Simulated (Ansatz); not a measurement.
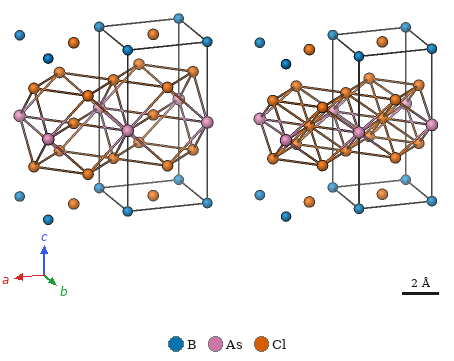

Two geometries of solid BAsCl$_{6}$ (built on the AlSiNi6-123 type type), drawn at one scale. One is the start of a relaxation, the other its converged end. Style: ball-and-stick. Shown: the cell of the calculation, repeated 2 × 1 × 1 with one cell outlined, from a free direction.

All numbers below come from DFT, PBEsol, plane waves, PAW (Ansatz). (plane-wave cutoff 420 eV; k-point mesh 4 × 4 × 2; occupations fermi dirac; smearing width 0.03 eV; no spin polarisation; cell and atoms relaxed; force threshold 0.01 eV/Å; at most 120 steps)

**Which one is relaxed?**

The right one is the relaxed one. Over 8 accepted moves (9 points after the start) the energy falls by 342 meV per atom. The largest force component goes from 0.67 to 0.0018 eV/Å. The pressure goes from −7.77 to 0.02 GPa. The SCF was repeated once at an unchanged geometry on a basis and grid sized afresh for the cell, which shifted the energy by 0.2 meV per atom at most. The largest moves relative to the cell, 0.47 Å, are those of Cl atoms. B and As stay in place. Cell: a = b 4.729 → 4.339 Å (−8.2 %), c 9.440 → 8.921 Å (−5.5 %). Volume −20.4 %. Among the contacts that change: Cl–Cl 3.294 → 2.757 Å, As–Cl 3.294 → 2.757 Å, Cl–Cl 3.344 → 3.068 Å, As–Cl 3.344 → 3.068 Å. The space group stays P4/mmm (No. 123).

Limits of the set-up: layers or molecules are held without a dispersion correction, so their spacing is unreliable.
